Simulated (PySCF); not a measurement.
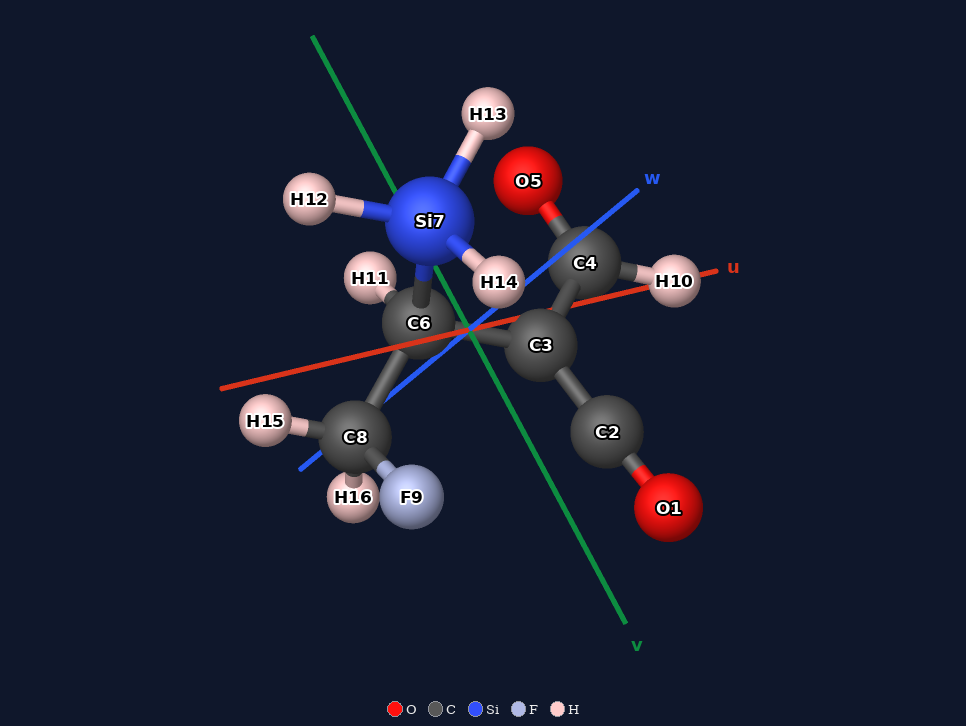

The lines u, v and w are the principal axes of the static dipole polarisability. The geometry was computed by an optimisation with GFN2-xTB. No frequency run is at hand to confirm it as a minimum. Level of theory: ωB97X-D/def2-SVPD (PySCF 2.14.0).

Along which axis is the molecule most polarisable, and along which least?

Most along v (nearly parallel to the C4–O5 bond), least along w.

Give the three principal values.

u 91.9, v 109.3, w 76.2 bohr³; mean 92.5, anisotropy 28.7 bohr³.

The geometry is semi-empirical. Around Si such bond lengths and angles can be off by a tenth of an ångström or more and by several degrees, and values that hang on the shape move with them.
